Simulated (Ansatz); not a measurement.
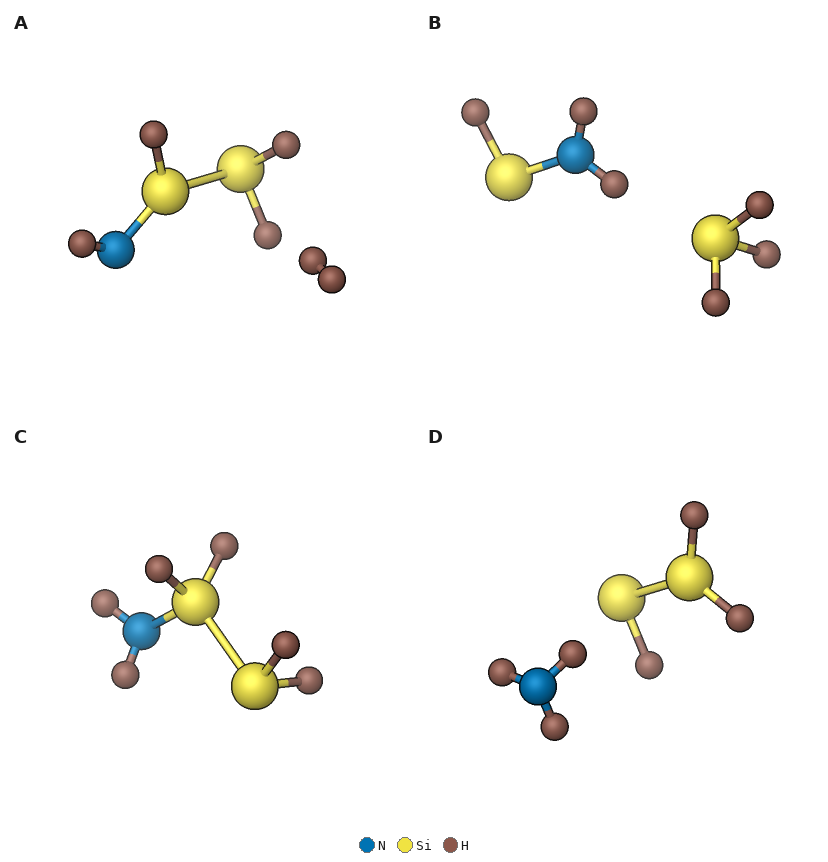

4 stationary structures of one formula. State: charge −1, singlet. Geometries: PBE0-D4/def2-TZVPD. Electronic energies: RHF-CCSD(T) (frozen core)/def2-TZVPPD (Ansatz 0.2.0), without zero-point energy. No frequency run is at hand to confirm each as a minimum. Each is one conformer, not always the lowest.

**Rank them by energy, lowest first.**

C is lowest; D lies 30.4 kcal/mol above it, B lies 33.8 kcal/mol above it, A lies 38.1 kcal/mol above it.
